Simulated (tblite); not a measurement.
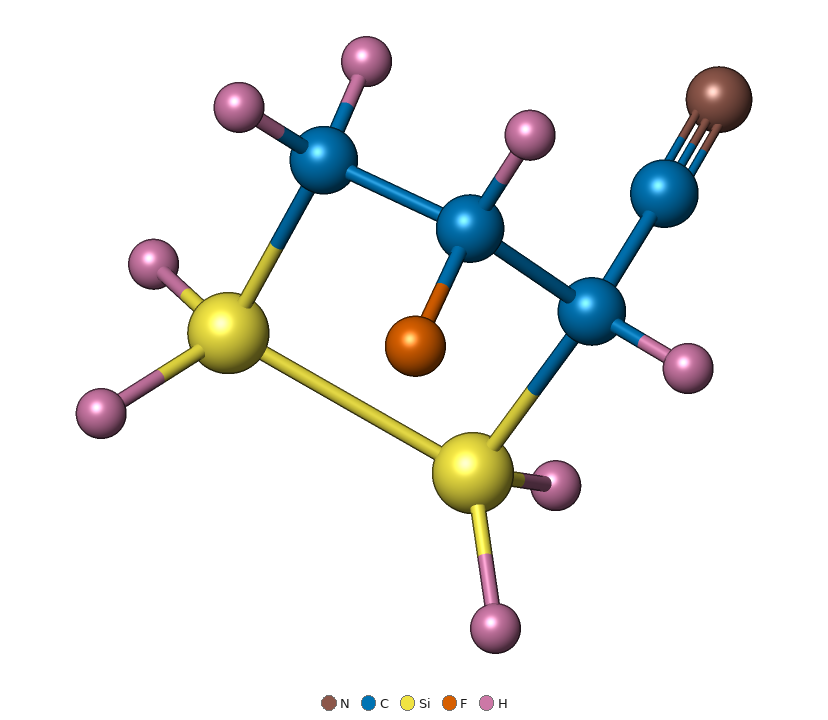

Figure made from data computed with tblite.

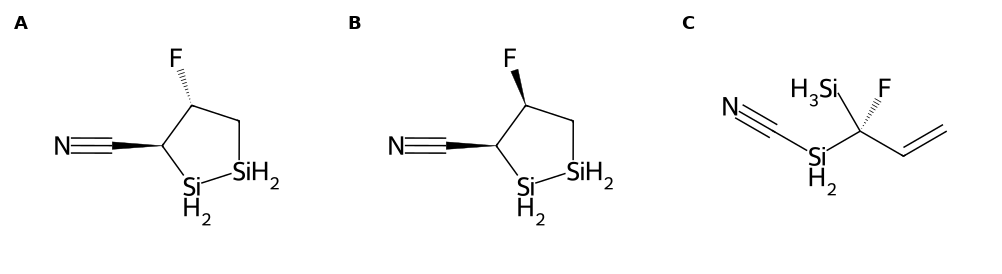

Which structural formula matches the 3D model?

A, `N#C[C@@H]1[SiH2][SiH2]C[C@H]1F`.
